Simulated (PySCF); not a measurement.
## Excited-state calculation of AlCl$_{3}$

- system: AlCl$_{3}$
- method: TDDFT (r2SCAN)/def2-SVP, RKS (PySCF 2.14.0)

The geometry comes from this level: GFN2-xTB.

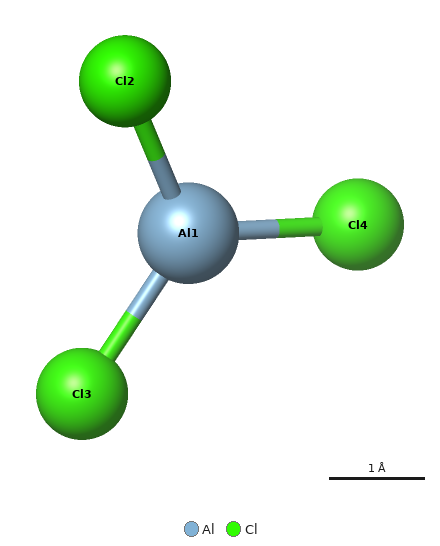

Fig. 1: The input geometry (ball-and-stick view, seen at a tilt; atoms are numbered from 1 in the order of the input). Sticks mark near contacts.

**Input file (job.py)**
```python
from pyscf import gto, dft, tdscf

system = gto.M(
    atom=[
    ('Al', (-0.000090, -0.000130, 0.000260)),
    ('Cl', (2.029580, -0.026890, 0.012730)),
    ('Cl', (-0.991250, 1.771260, -0.016960)),
    ('Cl', (-1.038240, -1.744250, 0.003970)),
],
    verbose=3,
    spin=0,
    max_memory=1860,
    basis='def2-svp',
)

calc0 = dft.RKS(system, xc='r2scan')
calc0.grids.level = 2
calc0.conv_tol = 1e-10
calc0.kernel()
if not calc0.converged:
    calc0 = calc0.newton().run(calc0.mo_coeff, calc0.mo_occ)

e_final = calc0.e_tot
print(f'total energy: {e_final:.8f} hartree')

td = tdscf.TDDFT(calc0)
td.nstates = 3
td.kernel()
td.analyze()
roots = td.e * 27.211386
osc = td.oscillator_strength()
print('state   eV      nm      f')
for i, (w, f) in enumerate(zip(roots, osc), 1):
    print('%3d %9.4f %8.1f %9.5f' % (i, w, 1239.842 / w, f))
```

Machine: 1 thread of Intel Xeon @ 2.50GHz (Skylake/Cascade Lake), 16 GiB of memory available, shared host.

Launch command:
```bash
OMP_NUM_THREADS=1 python job.py
```

**What the program printed**
```
converged SCF energy = -1622.62418296625
total energy: -1622.62418297 hartree
Excitation energies (eV)
[7.05026834 7.08679944 7.54728842]

** Singlet excitation energies and oscillator strengths **
state   eV      nm      f
  1    7.0503    175.9   0.00000
  2    7.0868    175.0   0.00000
  3    7.5473    164.3   0.00000
```

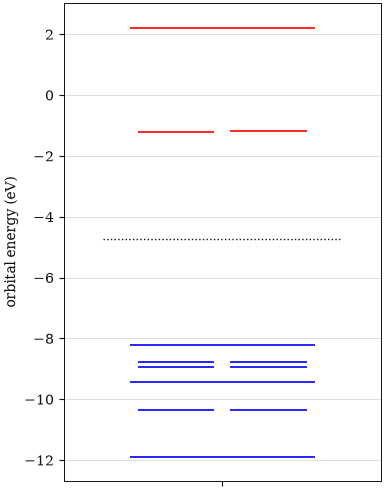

Fig. 2: Orbital energies near the frontier; the dotted line parts filled from empty levels, and levels within 0.02 eV of each other stand side by side. Highest filled −8.23 eV, lowest empty −1.20 eV, 7.03 eV apart.

**Summary**

- outcome: converged
- total energy: −1622.624183 hartree
- basis functions: 72
- HOMO: −8.23 eV
- LUMO: −1.20 eV
- dipole moment: 0.00 D
- lowest excitation: 7.05 eV
- wall time: 27 s
- peak memory: 0.4 GiB
